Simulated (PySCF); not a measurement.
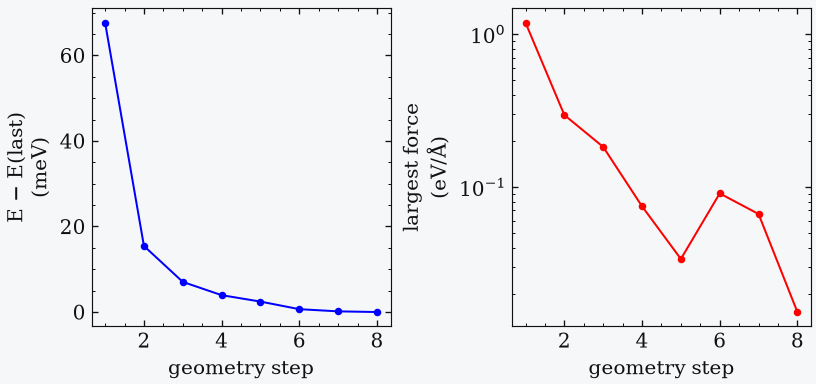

History of a geometry optimisation.

- system: CHF₃S (SMILES FC(F)(F)S)
- method: PySCF 2.14.0, density fitting, PBE0-D3(BJ)/def2-SVP, geometry optimisation

Q: How did the optimisation end?

A: The optimisation met its thresholds at geometry 8, counting the start as the first. The energy fell by about 68 meV from the first step to the last. The largest force goes from about 1.2 eV/Å at the start to 0.015 eV/Å at the end.
